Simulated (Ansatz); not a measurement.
Energy landscape of BP

18 relaxations of BP ended in 6 distinct structures. Level of theory: PBEsol (plane waves to 420 eV, PAW, scalar-relativistic; Ansatz, an electronic-structure program).

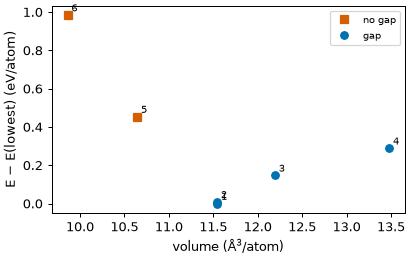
*Energy against volume of the distinct structures, numbered as in the table*

| # | space group | Pearson | type | E − E(lowest) (eV/atom) | V (Å³/atom) | gap (eV, no SOC) | coordination | runs ending here |
|---|---|---|---|---|---|---|---|---|
| 1 | F-43m | cF8 | zinc blende type | 0.000 | 11.54 | 1.11 | P 4 (tetrahedral), B 4 (tetrahedral) | 11 |
| 2 | P6₃mc | hP4 | wurtzite type | 0.009 | 11.54 | 0.83 | B 4 (tetrahedral), P 4 (tetrahedral) | 2 |
| 3 | P4₂/mnm | tP8 | – | 0.147 | 12.19 | 0.26 | – | 1 |
| 4 | Pnma | oP8 | – | 0.289 | 13.48 | 0.59 | – | 1 |
| 5 | P6₄22 | hP6 | – | 0.45 | 10.64 | 0.00 | – | 1 |
| 6 | Fm-3m | cF8 | rock salt type | 0.98 | 9.86 | 0.00 | P 6 (octahedral), B 6 (octahedral) | 2 |

Coordination numbers (neighbours up to the widest gap in distance over summed covalent radii, below 1.35; n+m marks a second, longer set). F-43m, cF8, zinc blende type is the lowest among the structures calculated here.

```cif
data_B4P4
_chemical_formula_sum 'P4 B4'
_space_group_name_H-M_alt 'F-43m'
_space_group_IT_number 216
_space_group_name_Hall 'F -4 2 3'
_cell_length_a 4.52020
_cell_length_b 4.52020
_cell_length_c 4.52020
_cell_angle_alpha 90.000
_cell_angle_beta 90.000
_cell_angle_gamma 90.000
loop_
_atom_site_label
_atom_site_type_symbol
_atom_site_symmetry_multiplicity
_atom_site_Wyckoff_symbol
_atom_site_fract_x
_atom_site_fract_y
_atom_site_fract_z
_atom_site_occupancy
P1 P 4 c 0.25000 0.25000 0.25000 1
B1 B 4 a 0.00000 0.00000 0.00000 1
```
(The calculation used a cell of 2 atoms; values per cell refer to that cell.)

Each run could gain symmetry but not lose that of its start, so entries can be saddle points. From databases, or of a type measured for this composition: F-43m, cF8, zinc blende type; P6₃mc, hP4, wurtzite type; the others are generated cells (placed on structure types, drawn at random, substituted or restacked) that were not matched to a known phase here. Energies are at zero temperature and pressure, without zero-point motion. The runs use different k-meshes, so differences are rounded accordingly. No spin polarisation in the result.
